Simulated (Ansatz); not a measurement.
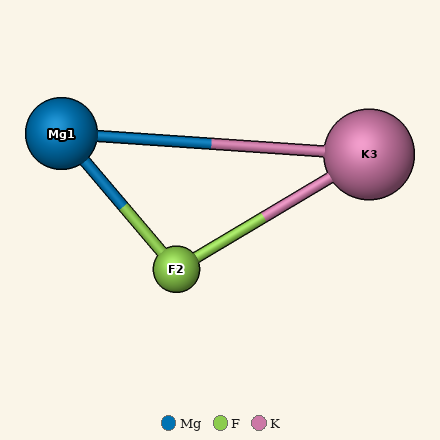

The system is Mg + FK; the picture shows the reference structure. 
- First axis: distance Mg1–F2. Second axis: distance F2–K3.
- Nothing is relaxed (the angle Mg1–F2–K3 is fixed at 100 degrees).
- The scan uses a 17 × 17 grid.
- Points are written as (first, second).
- All energies are given in kJ/mol relative to the lowest grid point.
- Theory: RKS PBE0-D4/def2-SVPD (Ansatz).

Its coordinates:

```xyz
3

Mg   -1.8800    0.0000    0.0000
F     0.0000    0.0000    0.0000
K     0.4126    2.3399    0.0000
```

Range: distance Mg1–F2 from 1.608 to 4.008 Å; distance F2–K3 from 2.104 to 4.504 Å.

**What landscape does the calculation give?**

The lowest grid point is at (1.880 Å, 2.376 Å). No other kind of well shows on this grid. The highest grid point, (4.008 Å, 4.504 Å), lies 353 kJ/mol above the lowest.

```tsv
distance F2–K3 ↓, distance Mg1–F2 →	1.673	1.880	2.137	2.427	2.744	3.083	3.440	3.815
4.311	132	116	154	208	256	292	317	333
3.936	112	94	130	181	227	261	285	300
3.579	93	71	104	151	193	226	249	264
3.240	78	54	82	123	159	189	210	224
2.923	57	30	54	94	128	154	172	184
2.633	41	8	28	62	94	117	133	144
2.376	37	0	13	43	71	91	105	115
2.169	59	16	23	48	71	89	101	109
```

The table holds every second grid line.

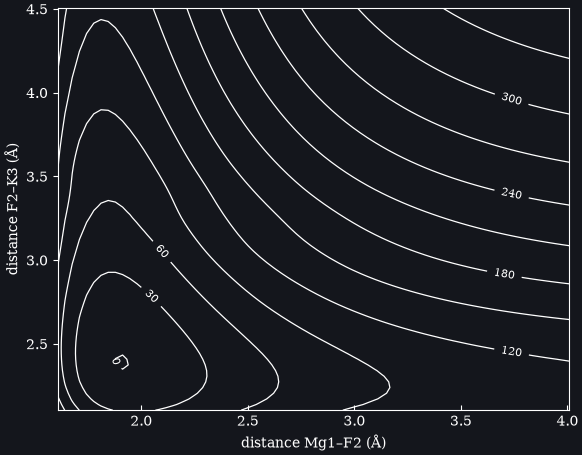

Drawn: contour lines labelled in kJ/mol. Between grid points the surface is interpolated.

Time for the 289 points that were run: 6.6 min on 1 thread of AMD EPYC 9R45 96-Core Processor (Zen 5), with other jobs on the host.
